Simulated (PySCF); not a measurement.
C₄H₈F₂O₂Si, SMILES O=C(O[SiH3])C(CF)CF, geometry in Å:

```xyz
17

O      1.0336    -0.8507     1.1376
C      0.5500    -0.3209     0.1682
O      1.2665     0.4413    -0.6567
Si     2.9305     0.6738    -0.2691
C     -0.8961    -0.4580    -0.2460
C     -1.6839    -1.2072     0.8141
F     -2.9640    -1.4097     0.3578
C     -1.5142     0.8892    -0.5701
F     -1.4328     1.7017     0.5356
H      3.6422    -0.6304    -0.2964
H      3.3987     1.5516    -1.3724
H      3.0559     1.3552     1.0443
H     -0.9026    -1.0509    -1.1792
H     -1.7230    -0.6169     1.7431
H     -1.2176    -2.1789     1.0343
H     -2.5747     0.7533    -0.8337
H     -0.9799     1.3700    -1.4036
```

Vertical TDDFT excitations, CAM-B3LYP/def2-SVPD, PySCF, at a PBE0-D3(BJ)/def2-SVP geometry (no frequency check), gas phase.

Question: What does its absorption spectrum look like?

Answer: The lowest singlet lies at 5.87 eV (211 nm, f = 0.001); the brightest of the first 10 is S4 at 8.24 eV (150 nm), f = 0.100, mixed, the largest part being HOMO−1 → LUMO (37 %) (S5 lies within 0.06 eV, too close to order). No singlet lies below 3.1 eV (beyond 400 nm), so at this level no vertical transition falls in the visible.


| state | E (eV) | λ (nm) | f | main character |
| --- | --- | --- | --- | --- |
| S1 | 5.87 | 211 | 0.001 | HOMO → LUMO (66 %) |
| S2 | 7.84 | 158 | 0.010 | HOMO → LUMO+1 (52 %) |
| S3 | 8.13 | 153 | 0.007 | HOMO−1 → LUMO+1 (48 %) |
| S4 | 8.24 | 150 | 0.100 | HOMO−1 → LUMO (37 %) |
| S5 | 8.27 | 150 | 0.005 | HOMO−4 → LUMO (30 %) |
| S6 | 8.41 | 147 | 0.031 | HOMO−4 → LUMO+1 (55 %) |
| S7 | 8.49 | 146 | 0.023 | HOMO−2 → LUMO (67 %) |
| S8 | 8.67 | 143 | 0.056 | HOMO → LUMO+2 (37 %) |
| S9 | 8.81 | 141 | 0.022 | HOMO−3 → LUMO (39 %) |
| S10 | 9.06 | 137 | 0.043 | HOMO−1 → LUMO+2 (62 %) |

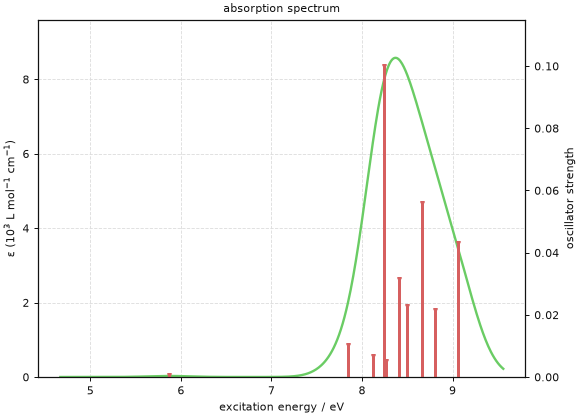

Only the first 10 singlet excitations are included; each is broadened by a Gaussian of 1/e half-width 0.33 eV. Sticks give oscillator strengths (right axis).

Known limits of this run: one conformer of a flexible molecule; core orbitals are frozen in the response.
